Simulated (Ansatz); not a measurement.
# A computed series for ZnS: carrier doping

The parent structure is ZnS (space group R3m, No. 160).

```
CELL_PARAMETERS angstrom
      1.89188     1.09228     9.29991
     -1.89188     1.09228     9.29991
      0.00000    -2.18456     9.29991
ATOMIC_POSITIONS crystal
  Zn 0.00001 0.00001 0.00001
  Zn 0.77770 0.77770 0.77770
  Zn 0.55543 0.55543 0.55543
  S  0.91674 0.91674 0.91674
  S  0.47217 0.47217 0.47217
  S  0.69460 0.69460 0.69460
```

Carriers are added at fixed cell with a uniform background; the Fermi–Dirac width is that of 300 K.

Level of theory: PBEsol (Ansatz, an electronic-structure program; PAW; 420 eV plane waves; no SOC).

Notes on the quantities. Fermi level from band edge: Fermi level relative to the doped band's edge (positive inside the band; to 0.05 eV).

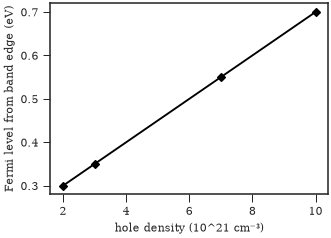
*Fermi level from band edge against hole density*

### Question
From the plot, what is the Fermi level from band edge for holes 1.0×10^22 cm⁻³?

### Answer
About 0.70 eV.

### Question
Is the trend monotonic over the range shown?

### Answer
Yes, it rises throughout, spanning +0.30 eV to +0.70 eV.

Carriers are added with a uniform compensating background; total energy and stress of such cells depend on the potential's zero and are not compared; many-body gap narrowing is missing at this level. Whether these cells are dynamically stable was not tested. This is not the structure that ZnS has at room temperature and ambient pressure.
